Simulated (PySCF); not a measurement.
**Run report: C6H12AlOP, excited-state calculation**

System: C6H12AlOP, SMILES C#C[P+]1([AlH3-])CCOCC1.
Method: TDDFT B3LYP/def2-SVPD, vertical, gas phase, core orbitals frozen in the response (PySCF 2.14.0).

The geometry comes from this level: PBE0-D3(BJ)/def2-SVP. It belongs to a series of runs on one base structure; here: phosphine turned into its AlH3 adduct.

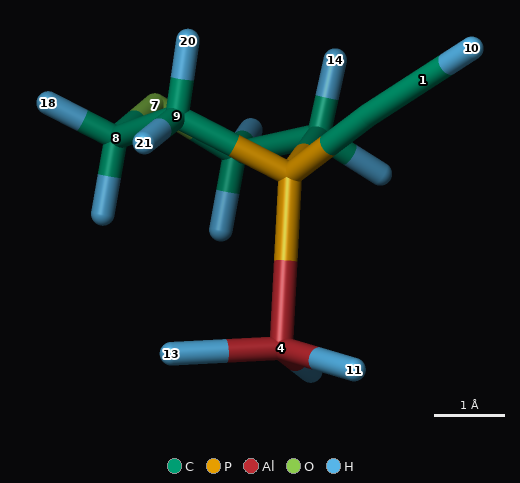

*The structure (stick view, seen at a tilt; atoms are numbered from 1 in the order of the input). Sticks mark near contacts.*

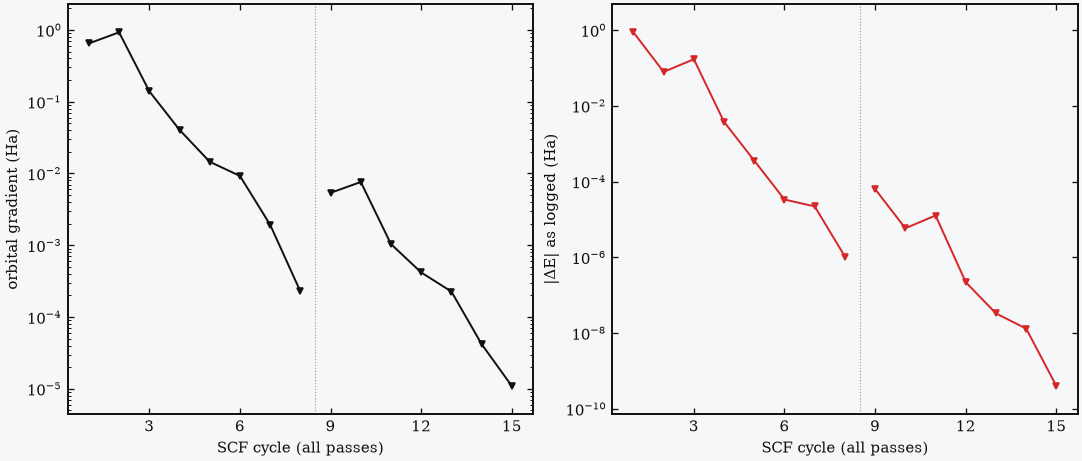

*Convergence of the self-consistent field: orbital gradient and size of the energy change against the SCF cycle. The dotted line marks the change from a coarse to the final integration grid.*

The first 8 cycles use a coarse grid, the final grid takes over at cycle 9, and the field converges after 15 cycles in all.

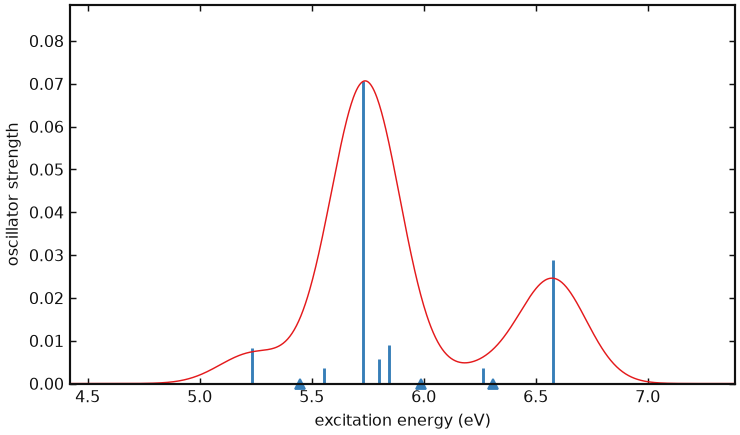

*Computed excitations as sticks (degenerate states added up, dark ones marked on the axis), with a Gaussian envelope of 0.35 eV full width at half maximum, scaled to the tallest.*

Of the 10 states the lowest lies at 5.23 eV (f = 0.008); the strongest line is at 5.73 eV, or 216 nm (f = 0.071).

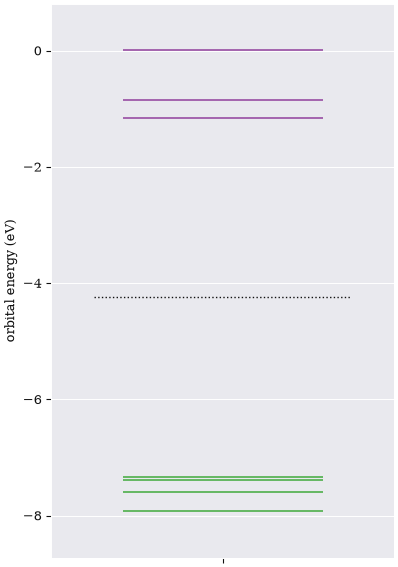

*Orbital energies near the frontier; the dotted line parts filled from empty levels, and levels within 0.02 eV of each other stand side by side.*

Highest filled −7.33 eV, lowest empty −1.16 eV, 6.17 eV apart.

These pictures come from the run below.

Input file:
```
{"job": {"kind": "uv", "xc": "B3LYP", "basis": "def2-SVPD", "ip": true}, "charge": 0, "multiplicity": 1}
C      2.339071     2.773172    -0.252033
C      1.617864     1.798864    -0.179665
P      0.675300     0.322499    -0.090367
Al     1.883221    -1.848021    -0.379085
C     -0.703959     0.541419    -1.288179
C     -1.827094    -0.427662    -0.919185
O     -2.342201    -0.190651     0.362720
C     -1.462613    -0.521354     1.402319
C     -0.268078     0.429154     1.485364
H      2.979593     3.635277    -0.315286
H      3.398560    -1.375672    -0.582334
H      1.052175    -2.353126    -1.662110
H      1.462344    -2.488477     1.037174
H     -1.063993     1.580834    -1.244585
H     -0.324015     0.334184    -2.299943
H     -1.467320    -1.472501    -1.011950
H     -2.661422    -0.301809    -1.624803
H     -2.039194    -0.461890     2.337043
H     -1.104517    -1.565676     1.297870
H     -0.610015     1.464483     1.637217
H      0.399785     0.145817     2.313015
```

The first line tells a small driver script what to run in PySCF; the rest is the geometry in Å.

Launched with:
```bash
OMP_NUM_THREADS=1 python <driver script> task.json out
```

What the program printed:
```
coarse grid: 18296 points
cycle   1  E = -894.1967591562  dE =  8.710e-01  |g| = 6.477e-01  |ddm| = 1.132e+01
cycle   2  E = -894.1181089828  dE =  7.865e-02  |g| = 9.264e-01  |ddm| = 3.334e+00
cycle   3  E = -894.2873536614  dE = -1.692e-01  |g| = 1.398e-01  |ddm| = 1.560e+00
cycle   4  E = -894.2911090641  dE = -3.755e-03  |g| = 4.057e-02  |ddm| = 2.935e-01
cycle   5  E = -894.2914646185  dE = -3.556e-04  |g| = 1.457e-02  |ddm| = 1.027e-01
cycle   6  E = -894.2914981019  dE = -3.348e-05  |g| = 9.250e-03  |ddm| = 3.572e-02
cycle   7  E = -894.2915201238  dE = -2.202e-05  |g| = 1.933e-03  |ddm| = 1.522e-02
cycle   8  E = -894.2915211684  dE = -1.045e-06  |g| = 2.280e-04  |ddm| = 5.771e-03
final grid: 166736 points
cycle   9  E = -894.4310552377  dE = -6.304e-05  |g| = 5.377e-03  |ddm| = 2.666e-01
cycle  10  E = -894.4310493994  dE =  5.838e-06  |g| = 7.617e-03  |ddm| = 2.299e-02
cycle  11  E = -894.4310620586  dE = -1.266e-05  |g| = 1.038e-03  |ddm| = 1.016e-02
cycle  12  E = -894.4310622783  dE = -2.197e-07  |g| = 4.181e-04  |ddm| = 2.499e-03
cycle  13  E = -894.4310623112  dE = -3.291e-08  |g| = 2.266e-04  |ddm| = 9.166e-04
cycle  14  E = -894.4310623242  dE = -1.304e-08  |g| = 4.194e-05  |ddm| = 3.611e-04
cycle  15  E = -894.4310623246  dE = -3.974e-10  |g| = 1.094e-05  |ddm| = 1.213e-04
converged SCF energy = -894.4310623246

Static polarisability (au): isotropic 132.996, principal 116.055 129.400 153.533

Singlet excitations
state   eV       nm        f      main configurations
  1   5.2343    236.9   0.00821   H-2->L 0.63, H->L 0.30
  2   5.4490    227.5   0.00000   H->L 0.68, H-2->L 0.30
  3   5.5552    223.2   0.00358   H-1->L 0.96
  4   5.7281    216.4   0.07066   H->L+1 0.69, H-2->L+1 0.12, H-4->L 0.12
  5   5.8017    213.7   0.00566   H-1->L+1 0.97
  6   5.8469    212.1   0.00901   H-2->L+1 0.59, H->L+1 0.24, H-4->L 0.15
  7   5.9866    207.1   0.00004   H-3->L 0.99
  8   6.2627    198.0   0.00360   H-4->L+1 0.90
  9   6.3104    196.5   0.00031   H-3->L+1 0.98
 10   6.5776    188.5   0.02889   H->L+3 0.18, H-4->L 0.18, H->L+2 0.17

Triplet excitations (Tamm-Dancoff, eV): 4.7626 4.8370 5.1410 5.3845
Vertical ionisation energy (delta-SCF) = 9.2058 eV
```

Key numbers:

| quantity | value |
| --- | --- |
| outcome | converged |
| total energy | −894.431062 hartree |
| HOMO | −7.33 eV |
| LUMO | −1.16 eV |
| dipole moment | 4.46 D |
| mean polarisability | 133.00 a.u. |
| vertical ionisation energy | 9.21 eV |
| lowest singlet excitation | 5.23 eV |
| hardware | 1 CPU thread, shared host |
| wall time | 9.3 min |
| peak memory | 1.2 GiB |
